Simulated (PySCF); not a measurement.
**[HfSF]+: a change of charge**

How does [HfSF]+ respond at fixed geometry? The runs cover a change of charge. It is a constructed species; whether it can be made isn't addressed.

Program: PySCF 2.14.0. Level of theory: PBE0, Hf def2-SVP with ECP60, S def2-SVP, F def2-SVP; scalar-relativistic core potentials, no spin–orbit coupling. These are calculated values, not measurements.

1 further run of the same task is left out (for a known fault of the program).

## Step 1: Where the work starts

3 atoms, charge 1, spin multiplicity 1.

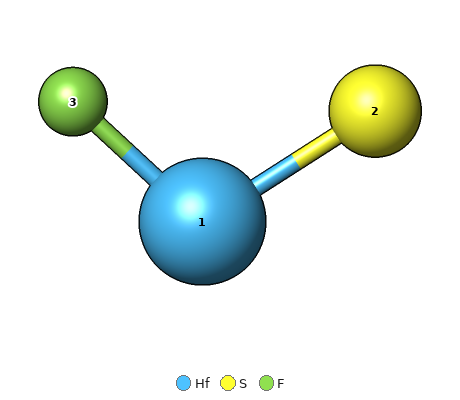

The structure; hafnium blue, sulfur yellow, fluorine green; atoms are numbered from 1 in the order of the file.

Geometry (Å):

```xyz
3
charge 1, multiplicity 1
Hf   -0.1470    0.0000   -0.4559
S     1.5979    0.0000    0.8148
F    -1.5852    0.0000    0.7240
```

Formal oxidation states: Hf +4. An earlier session relaxed this geometry at PBE0, Hf def2-SVP with ECP60, S def2-SVP, F def2-SVP (singlet, point group Cs).

Its energy there is -545.385289 Eh.

## Step 2: One electron removed, multiplicity 2

Contents of run.py (the lines that set the calculation):

```python
mol = gto.M(atom='''
Hf    -0.14704     0.00000    -0.45588
S      1.59787     0.00000     0.81478
F     -1.58520     0.00000     0.72399''',
    basis={'Hf': 'def2-SVP', 'S': 'def2-SVP', 'F': 'def2-SVP'},
    ecp={'Hf': 'def2-SVP'},
    charge=2, spin=1)
mf = dft.UKS(mol, xc='PBE0')
mf.grids.atom_grid = (50, 194)
mf = mf.density_fit()  # fitting sets: Hf def2-universal-JKFIT, S def2-universal-JKFIT, F def2-universal-JKFIT
mf.conv_tol = 1e-08; mf.max_cycle = 55
mf.kernel(dm0)  # dm0: the density of the relaxed state
```

Run with:

```console
$ OMP_NUM_THREADS=2 python run.py
```

The program printed:

```text
init E= -545.397903559239
  HOMO = -0.486491040031  LUMO = -0.472295063089  gap/eV = 0.38629
cycle= 1 E= -544.776619777041  delta_E= 0.621  |g|= 0.235  |ddm|= 0.668
  HOMO = -0.844569001866  LUMO = -0.739499853362  gap/eV = 2.85908
cycle= 2 E= -544.759475978095  delta_E= 0.0171  |g|= 0.293  |ddm|= 0.709
  HOMO = -0.775082883334  LUMO = -0.669707954521  gap/eV = 2.86740
cycle= 3 E= -544.814081945418  delta_E= -0.0546  |g|= 0.0868  |ddm|= 0.458
  HOMO = -0.767440233556  LUMO = -0.658790975265  gap/eV = 2.95650
cycle= 4 E= -544.818219853676  delta_E= -0.00414  |g|= 0.0171  |ddm|= 0.112
  HOMO = -0.765070469478  LUMO = -0.6545717721  gap/eV = 3.00682
cycle= 5 E= -544.818334719093  delta_E= -0.000115  |g|= 0.0144  |ddm|= 0.0248
  HOMO = -0.765377312429  LUMO = -0.654302546641  gap/eV = 3.02250
cycle= 6 E= -544.818422921903  delta_E= -8.82e-05  |g|= 0.00396  |ddm|= 0.015
  HOMO = -0.765321444139  LUMO = -0.654076913154  gap/eV = 3.02712
cycle= 7 E= -544.818439952456  delta_E= -1.7e-05  |g|= 0.000974  |ddm|= 0.00732
  HOMO = -0.765226517193  LUMO = -0.653998672344  gap/eV = 3.02666
cycle= 8 E= -544.818443743099  delta_E= -3.79e-06  |g|= 0.000405  |ddm|= 0.00459
  HOMO = -0.765132390175  LUMO = -0.653989512579  gap/eV = 3.02435
cycle= 9 E= -544.818444935161  delta_E= -1.19e-06  |g|= 0.00017  |ddm|= 0.0032
  HOMO = -0.765096642489  LUMO = -0.653991005745  gap/eV = 3.02334
cycle= 10 E= -544.818445186042  delta_E= -2.51e-07  |g|= 8.81e-05  |ddm|= 0.00165
  HOMO = -0.765087208143  LUMO = -0.653989593278  gap/eV = 3.02312
cycle= 11 E= -544.818445236339  delta_E= -5.03e-08  |g|= 4.87e-05  |ddm|= 0.000678
  HOMO = -0.765083508341  LUMO = -0.653987098127  gap/eV = 3.02309
cycle= 12 E= -544.818445257787  delta_E= -2.14e-08  |g|= 2.65e-05  |ddm|= 0.000519
  HOMO = -0.765084552783  LUMO = -0.653986985919  gap/eV = 3.02312
cycle= 13 E= -544.81844526404  delta_E= -6.25e-09  |g|= 1.37e-05  |ddm|= 0.000282
  HOMO = -0.765087471716  LUMO = -0.653989347271  gap/eV = 3.02313
Extra cycle  E= -544.818445264857  delta_E= -8.17e-10  |g|= 1.13e-05  |ddm|= 6.34e-05
converged SCF energy = -544.818445264857  <S^2> = 0.75619366  2S+1 = 2.0061841
```

It took 0.8 s on 2 threads of Arm Neoverse V1, shared host.

It gives: E = -544.818445 Eh (+15.425 eV from the relaxed state), HOMO -20.82 eV, LUMO -17.80 eV (over both spins), ⟨S²⟩ = 0.756, Mulliken charge on Hf1 +1.72 e. 

## Step 3: One electron added, multiplicity 2

Changes to run.py (the lines that set the calculation) since step 2:

```diff
@@ -6,3 +6,3 @@
     ecp={'Hf': 'def2-SVP'},
-    charge=2, spin=1)
+    charge=0, spin=1)
 mf = dft.UKS(mol, xc='PBE0')
```

Run with:

```console
$ OMP_NUM_THREADS=2 python run.py
```

The program printed:

```text
init E= -545.396576636151
  HOMO = -0.346712976444  LUMO = -0.342086330862  gap/eV = 0.12590
cycle= 1 E= -545.628304392957  delta_E= -0.232  |g|= 0.218  |ddm|= 1.26
  HOMO = -0.146352049507  LUMO = -0.0609244965958  gap/eV = 2.32460
cycle= 2 E= -545.563943583556  delta_E= 0.0644  |g|= 0.375  |ddm|= 0.966
  HOMO = -0.200926873366  LUMO = -0.100926477667  gap/eV = 2.72115
cycle= 3 E= -545.66383268095  delta_E= -0.0999  |g|= 0.0601  |ddm|= 0.612
  HOMO = -0.210640270861  LUMO = -0.10784424833  gap/eV = 2.79722
cycle= 4 E= -545.665810140449  delta_E= -0.00198  |g|= 0.0162  |ddm|= 0.0971
  HOMO = -0.212534882808  LUMO = -0.108645941074  gap/eV = 2.82696
cycle= 5 E= -545.665977346194  delta_E= -0.000167  |g|= 0.00753  |ddm|= 0.0316
  HOMO = -0.212842491777  LUMO = -0.108476684138  gap/eV = 2.83994
cycle= 6 E= -545.666005614891  delta_E= -2.83e-05  |g|= 0.00351  |ddm|= 0.00994
  HOMO = -0.212973345844  LUMO = -0.108381528424  gap/eV = 2.84609
cycle= 7 E= -545.666014885472  delta_E= -9.27e-06  |g|= 0.0011  |ddm|= 0.00559
  HOMO = -0.213077682466  LUMO = -0.108273609528  gap/eV = 2.85186
cycle= 8 E= -545.666019106897  delta_E= -4.22e-06  |g|= 0.000298  |ddm|= 0.00667
  HOMO = -0.213084546824  LUMO = -0.108232462959  gap/eV = 2.85317
cycle= 9 E= -545.666019592778  delta_E= -4.86e-07  |g|= 0.000141  |ddm|= 0.00218
  HOMO = -0.213081573404  LUMO = -0.108227047171  gap/eV = 2.85324
cycle= 10 E= -545.666019651165  delta_E= -5.84e-08  |g|= 5.36e-05  |ddm|= 0.000716
  HOMO = -0.213079828148  LUMO = -0.108222312205  gap/eV = 2.85332
cycle= 11 E= -545.666019657968  delta_E= -6.8e-09  |g|= 1.58e-05  |ddm|= 0.000246
  HOMO = -0.213081946294  LUMO = -0.108222979187  gap/eV = 2.85336
Extra cycle  E= -545.666019658225  delta_E= -2.57e-10  |g|= 1.59e-05  |ddm|= 5.11e-05
converged SCF energy = -545.666019658225  <S^2> = 0.7543372  2S+1 = 2.0043325
```

It took 0.7 s on 2 threads of Arm Neoverse V1, shared host.

Result: E = -545.666020 Eh (-7.639 eV from the relaxed state), HOMO -5.80 eV, LUMO -2.94 eV (over both spins), ⟨S²⟩ = 0.754, Mulliken charge on Hf1 +0.58 e. 

## Step 4: Results

| state | energy from the relaxed state (eV) | ⟨S²⟩ | time |
| --- | --- | --- | --- |
| charge +1, singlet, vacuum (relaxed) | 0 | 0.00 |  |
| charge 0, doublet, vacuum | -7.64 | 0.75 | 0.7 s |
| charge +2, doublet, vacuum | 15.42 | 0.76 | 0.8 s |

An electron taken off or put on is at rest in vacuum. 

Removing an electron vertically costs 15.42 eV (doublet), against −HOMO = 13.05 eV. Adding an electron vertically releases 7.64 eV (doublet). The bases are small and lack diffuse functions. Spin–orbit coupling is left out.
